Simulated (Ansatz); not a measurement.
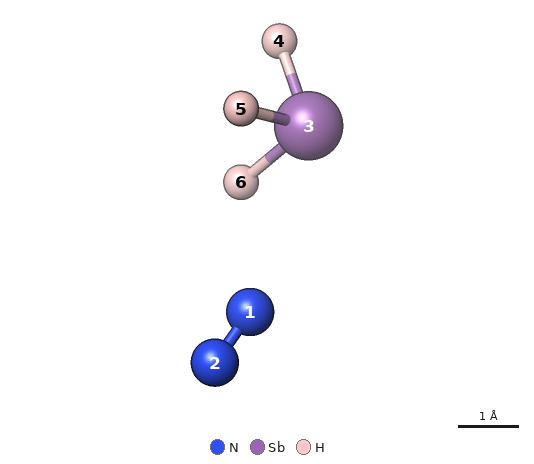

Orthographic view. Distant atoms are faded towards the background colour. Computed geometry: PBE0-D4/def2-TZVP optimisation.

List all interatomic distances (Å) as a matrix.

```tsv
atom	N1	N2	Sb3	H4	H5	H6
N1	0.00					
N2	1.09	0.00				
Sb3	3.69	4.74	0.00			
H4	5.22	6.20	1.71	0.00		
H5	3.44	4.35	1.71	2.45	0.00	
H6	3.39	4.24	1.71	2.45	2.45	0.00
```
